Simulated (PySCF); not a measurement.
# MoCl₂: singlet, from a bent start

Aim: relax MoCl₂ as a singlet from a bent start, check by its vibrations whether the end is a minimum, and collect its spectrum and constants.

Computed with PySCF 2.14.0. Level: PBE0, basis Mo def2-TZVP with ECP28, Cl def2-TZVP, scalar-relativistic core potentials, no spin–orbit coupling, density fitting.

### 1 Starting geometry

3 atoms, charge 0, spin multiplicity 1.

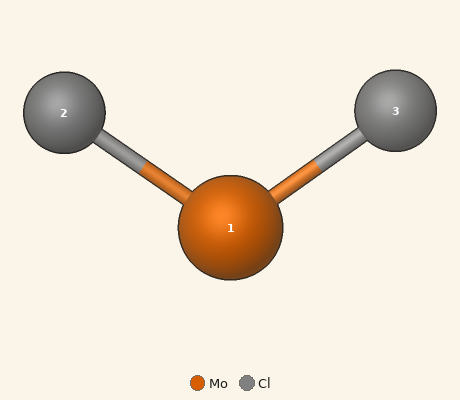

The starting geometry (molybdenum orange, chlorine grey); atoms are numbered from 1 in the order of the file.

```xyz
3
charge 0 multiplicity 1
Mo    0.0000    0.0000   -0.5664
Cl    1.9414    0.0000    0.7930
Cl   -1.9414    0.0000    0.7930
```

### 2 Relaxation: bent start, singlet

The steps below are one call of a driver around PySCF. For each, scf.py gives the equivalent set-up of the SCF; relaxations use the driver's own optimiser. Before each start the driver seeks the lowest SCF state from one or more starting densities and follows internal instabilities, so scf.py alone need not reach the same state.

The program finds C2v symmetry in the start, which this walk keeps.

scf.py reads:

```python
from pyscf import gto, scf, dft
mol = gto.M(atom='''
Mo     0.000000     0.000000    -0.566442
Cl     1.941400    -0.000000     0.792958
Cl    -1.941400     0.000000     0.792958''',
    basis={'Mo': 'def2-TZVP', 'Cl': 'def2-TZVP'},
    ecp={'Mo': 'def2-TZVP'},
    charge=0, spin=0)
mf = dft.RKS(mol, xc='PBE0')
mf.grids.atom_grid = (50, 194)
aux = {'Mo': 'def2-universal-JKFIT', 'Cl': 'def2-universal-JKFIT'}
mf = mf.density_fit(auxbasis=aux)
mf.kernel()
```

Energy and gradient, step by step:

```csv
step,energy (Eh),change (kJ/mol),largest symmetric gradient (Eh/bohr)
0,-988.275676,0.00,0.05416
1,-988.290419,-38.71,0.02861
2,-988.294805,-50.22,0.01144
3,-988.296204,-53.90,0.00272
4,-988.296929,-55.80,0.00426
5,-988.297044,-56.10,0.00220
6,-988.297081,-56.20,0.00008
7,-988.297081,-56.20,0.00004
```

The walk needed 15 s of wall time on 4 threads, shared host.

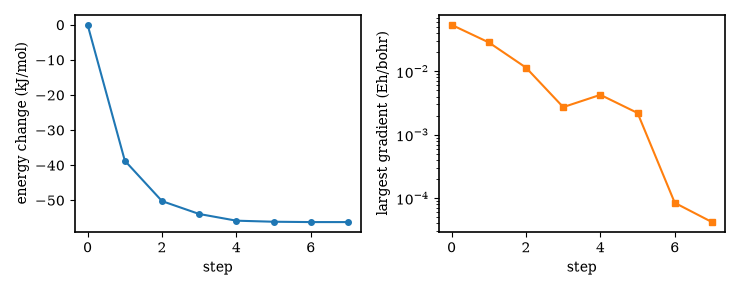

How energy and gradient fall.

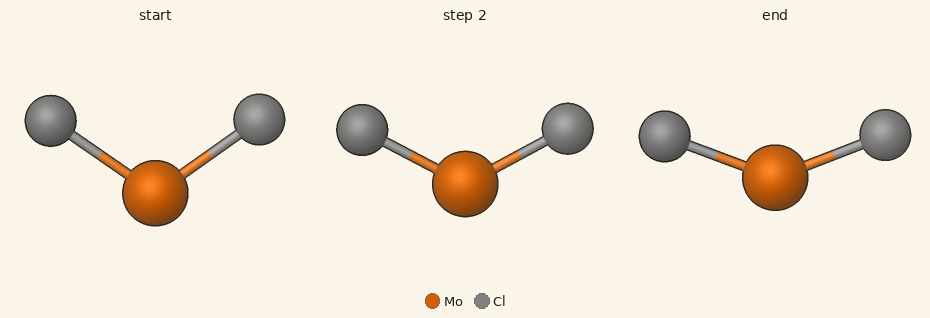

The geometry along the walk, at one scale.

It settles in C2v symmetry, 56.2 kJ/mol below the start, after 7 steps: Mo–Cl 2.197 Å (×2); Cl–Mo–Cl 138.3°.

### 3 Frequencies

The point is checked on the finer grid, and tightened if its gradient asks for it. The Hessian and the dipole derivatives come from central differences of analytic gradients, with steps of 0.01 bohr.

Edit scf.py of step 2 so:

```diff
@@ -3,3 +3,3 @@
-Mo     0.000000     0.000000    -0.566442
-Cl     1.941400    -0.000000     0.792958
-Cl    -1.941400     0.000000     0.792958''',
+Mo     0.000000     0.000000    -0.325423
+Cl     2.053231    -0.000000     0.455557
+Cl    -2.053231     0.000000     0.455557''',
@@ -10 +10 @@
-mf.grids.atom_grid = (50, 194)
+mf.grids.atom_grid = (75, 302)
```

This SCF starts from the last density.

SCF at the final geometry:

```text
init E= -988.296947842034
  HOMO = -0.226954922332808  LUMO = -0.138361747993467  gap/eV = 2.41074
cycle= 1 E= -988.29694783916  delta_E= 2.87e-09  |g|= 0.000114  |ddm|= 0.000135
  HOMO = -0.226987572967465  LUMO = -0.138405508922021  gap/eV = 2.41044
cycle= 2 E= -988.296947822205  delta_E= 1.7e-08  |g|= 0.000277  |ddm|= 0.000326
  HOMO = -0.226964506445578  LUMO = -0.138374638226841  gap/eV = 2.41065
cycle= 3 E= -988.296947842663  delta_E= -2.05e-08  |g|= 1.32e-06  |ddm|= 0.00023
  HOMO = -0.226964411716095  LUMO = -0.138374552746342  gap/eV = 2.41065
cycle= 4 E= -988.296947842662  delta_E= 9.09e-13  |g|= 9.17e-07  |ddm|= 4.52e-06
  HOMO = -0.226964399178994  LUMO = -0.138374552310636  gap/eV = 2.41065
Extra cycle  E= -988.296947842663  delta_E= -1.36e-12  |g|= 7.37e-07  |ddm|= 3.23e-06
converged SCF energy = -988.296947842663
```

The whole step took 21 s.

Geometry: C2v; Mo–Cl 2.197 Å (×2); Cl–Mo–Cl 138.3°.

Modes, for the most abundant isotopes:

| symmetry | ω (cm⁻¹) | IR (km/mol) | μ (u) | type |
| --- | --- | --- | --- | --- |
| a1 | 76 | 2.2 | 44.27 | bend |
| a1 | 401 | 17.4 | 37.11 | stretch |
| b2 | 453 | 103 | 46.44 | stretch |

All wavenumbers are real: a minimum.

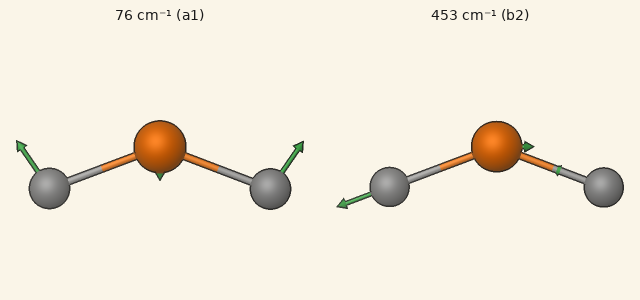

How the atoms move in 2 of the modes.

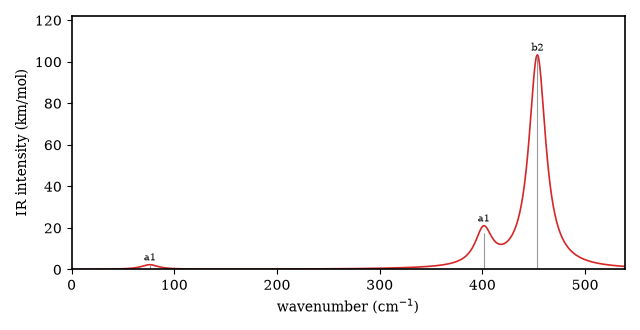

The harmonic infrared spectrum (widths in cm⁻¹). Lines are broadened to a width of 20 cm⁻¹ (Lorentzian).

Properties at this point:

| Property | Result |
| --- | --- |
| Dipole moment | 0.97 D |
| Highest occupied level | -6.18 eV |
| Lowest empty level | -3.77 eV |
| Rotational constants | 0.6775, 0.05718, 0.05273 cm⁻¹ |
| Zero-point energy | 5.6 kJ/mol |
| Principal polarisabilities | 61.4, 68.1, 92.6 bohr³ |
| Atomisation energy without zero-point energy | 519 kJ/mol |
| Principal traceless quadrupole moments about the centre of mass | -1.44, -0.37, 1.81 D Å |
| Entropy at 298.15 K and 1 bar | 300.5 J/(mol K) |
| Heat capacity Cp at 298.15 K | 53.3 J/(mol K) |
| Enthalpy at 298.15 K above 0 K | 13.46 kJ/mol |
| Rotational symmetry number | 2 |

Populations by atom (charges in e):

| atom | Mulliken | Löwdin | polar tensor | Mayer order to Mo1 |
| --- | --- | --- | --- | --- |
| Mo1 | 0.71 | -0.20 | 0.96 | – |
| Cl2,3 | -0.35 | 0.10 | -0.48 | 1.23 |

Mulliken populations on Mo1 (outside its core potential): s 2.86, p 6.16, d 4.25, f 0.02.

### 4 Would spin polarisation lower it?

At the lowest minimum the closed shell is tested against spin polarisation, on the (50, 194) grid. It is unstable: an open-shell solution lies lower. That solution was not followed to a minimum here.

### 5 Results

| quantity | value |
| --- | --- |
| minimum | singlet, C2v (closed shell, unstable towards spin polarisation) |
| geometry | Mo–Cl 2.197 Å (×2); Cl–Mo–Cl 138.3° |
| wavenumbers (cm⁻¹) | 76 (a1), 401 (a1), 453 (b2) |
| dipole moment | 0.97 D |
| highest occupied, lowest empty level | -6.18, -3.77 eV |
| polar-tensor charge of Mo1 | +0.96 e |
| zero-point energy | 5.6 kJ/mol |

The bent start keeps its C2v symmetry and ends in a minimum. In the infrared the band at 453 cm⁻¹ (b2, stretch) leads. Other starts or spin states, not run here, may lie lower. The soft modes, below some 90 cm⁻¹, carry numerical noise of tens of cm⁻¹, and the entropy with them. A stability analysis at the minimum finds the closed shell unstable towards spin polarisation: an open-shell solution lies lower, and these values are not those of the lowest state.

The search up to here took 59 s.
